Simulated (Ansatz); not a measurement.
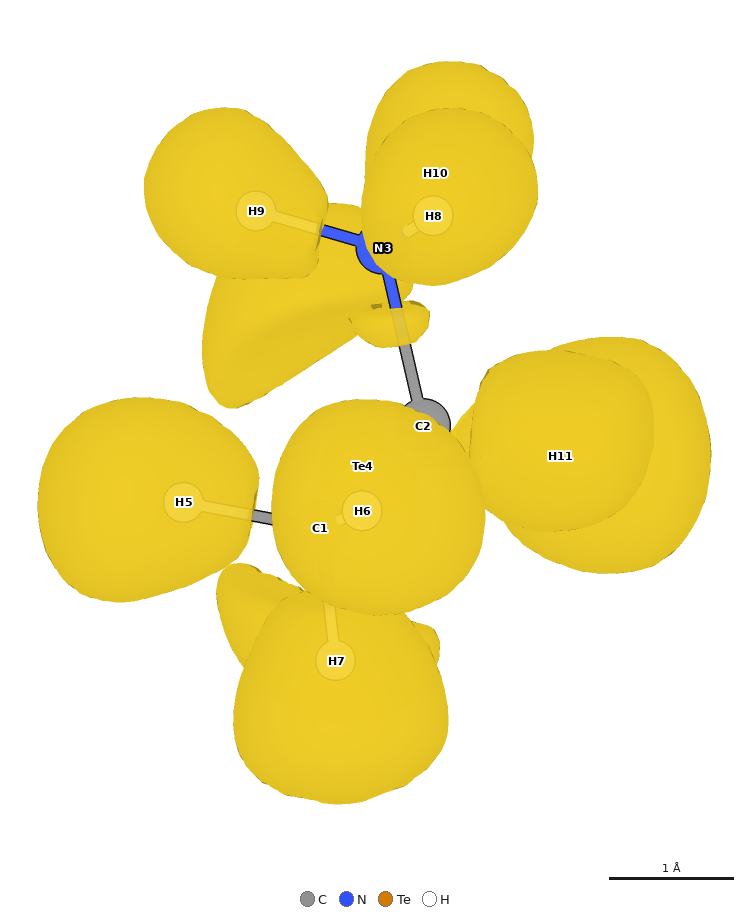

Figure 1: C2H7NTe. Isosurface of the electron localisation function at 0.85 (yellow), seen at an oblique angle. Core shells and regions of very low density are left out.

Core potentials replace the inner electrons of Te.

Level of theory: Ansatz 0.2.0, RKS PBE/def2-SVP.

Input file:

```
crystal:
  periodic: [false, false, false]
  atoms:
    - { symbol: C, position_ang: [-0.9493, 0.978, 0.0427] }
    - { symbol: C, position_ang: [-0.1102, -0.1947, 0.2646] }
    - { symbol: "N", position_ang: [1.2576, 0.2221, 0.3529] }
    - { symbol: Te, position_ang: [-0.2867, -1.602, -1.3391] }
    - { symbol: H, position_ang: [-0.7288, 1.512, -0.9439] }
    - { symbol: H, position_ang: [-0.8755, 1.7653, 0.8608] }
    - { symbol: H, position_ang: [-2.0348, 0.7098, -0.0071] }
    - { symbol: H, position_ang: [0.91448, 0.71782, 1.20032] }
    - { symbol: H, position_ang: [1.6139, 0.5663, -0.5311] }
    - { symbol: H, position_ang: [1.862, -0.6226, 0.6263] }
    - { symbol: H, position_ang: [0.6919, -2.7275, -0.5146] }
basis:
  gaussian: { orbitals: def2-SVP }
hamiltonian:
  xc: pbe
relax:
  f_tol: 0.02
  max_steps: 50
output:
  orbitals: {}
```

Run with:

```sh
ansatz run input.yaml --threads 2 --pin off --max-ram 3072MiB --backend cpu --events-out ev --progress --plain --runs-dir out
```

The fields are those of the relaxed geometry.

### Where are the electrons localised?

The ELF exceeds this value in one region between bonded C–C atoms (shared pairs), one region between bonded C–N atoms (shared pairs), seven regions around hydrogen nuclei, one lobe on C, pointing away from the bonds (lone pairs) and two lobes on Te, pointing away from the bonds (lone pairs). Along the contacts the grid gives the following. C–C (1.51 Å): the ELF peaks at about 0.95 between the atoms; a shared electron pair. C–N (1.52 Å): the ELF peaks at about 0.95 between the atoms, as expected for a covalent bond.
